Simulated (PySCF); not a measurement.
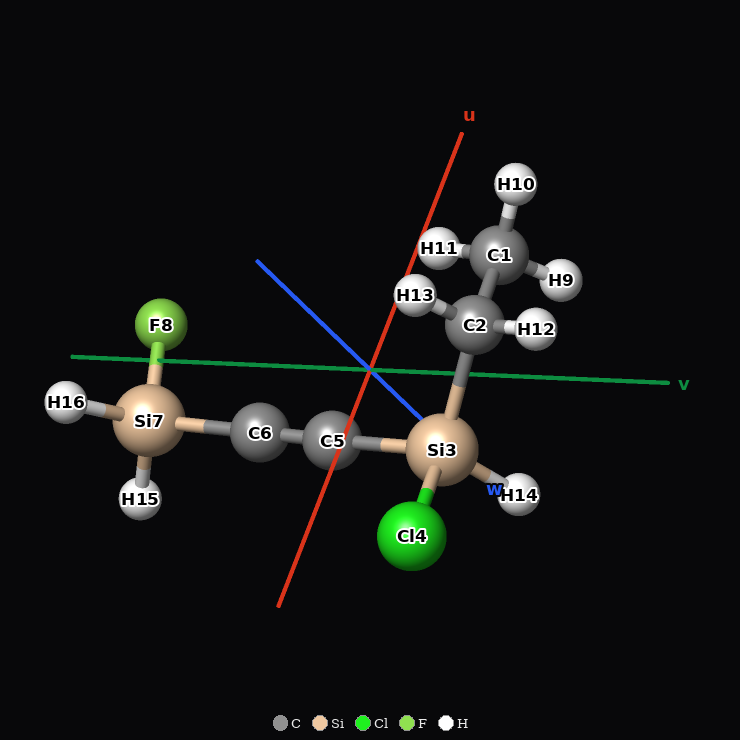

The lines u, v and w are the principal axes of the static dipole polarisability. The computed structure is the end point of a GFN2-xTB optimisation. No frequency run is at hand to confirm it as a minimum. Level of theory: CAM-B3LYP/def2-SVPD (PySCF 2.14.0).

**Along which axis is the molecule most polarisable, and along which least?**

Most along v (nearly parallel to the Si3–C5 bond), least along w.

**Give the three principal values.**

u 105.1, v 139.2, w 88.5 bohr³; mean 110.9, anisotropy 44.8 bohr³.

The geometry is semi-empirical. Around Si such bond lengths and angles can be off by a tenth of an ångström or more and by several degrees, and values that hang on the shape move with them.
